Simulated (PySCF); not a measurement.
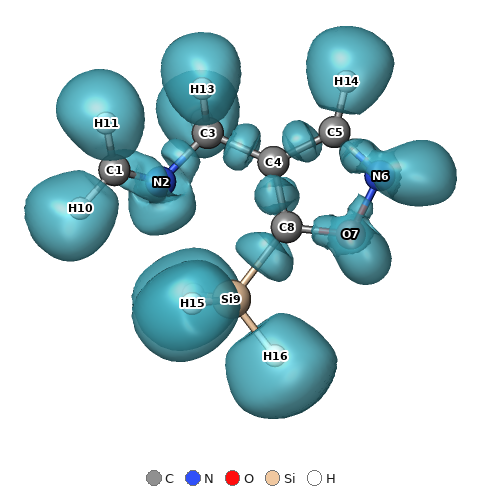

The picture shows: C5H8N2OSi (SMILES C=NCc1cnoc1[SiH3]). Isosurface of the electron localisation function at 0.75 (cyan), seen across its widest extent. Only the valence region is drawn (cores and ρ < 0.01 e/Å³ removed).

Geometry: GFN2-xTB.

All numbers below come from PBE0/pcSseg-1, SCF density, gas phase, non-relativistic (PySCF 2.14.0).

```
atom    x (Å)    y (Å)    z (Å)
   C  -2.0049  -1.5939   0.2541
   N  -0.9649  -1.0405  -0.1631
   C  -0.9919   0.3043  -0.6552
   C   0.1056   1.0598   0.0137
   C   0.3126   2.4496   0.1442
   N   1.4085   2.6891   0.8119
   O   1.9462   1.4902   1.1370
   C   1.1766   0.5011   0.6662
  Si   1.6333  -1.2999   0.9362
   H  -1.9376  -2.6062   0.6235
   H  -2.9927  -1.1207   0.2663
   H  -0.7916   0.2613  -1.7337
   H  -1.9636   0.8035  -0.5045
   H  -0.2873   3.2601  -0.2181
   H   0.7140  -1.8915   1.9055
   H   2.9856  -1.2688   1.5061
   H   1.6452  -1.9852  -0.3504
```

Identify the bonds, lone pairs and shells in this picture.

At this value the surface marks out three regions between bonded C–C atoms (shared pairs), one region between bonded C–Si atoms (shared pairs), eight regions around hydrogen nuclei, two regions on N in which the atom's valence shell and bonds are merged and one region on O in which the atom's valence shell and bonds are merged. Along the contacts the grid gives the following. C–N (1.25 Å): the ELF peaks at about 0.90 between the atoms: a short, multiple covalent bond. C–O (1.34 Å): the ELF peaks at about 0.90 between the atoms, as expected for a polar covalent bond.
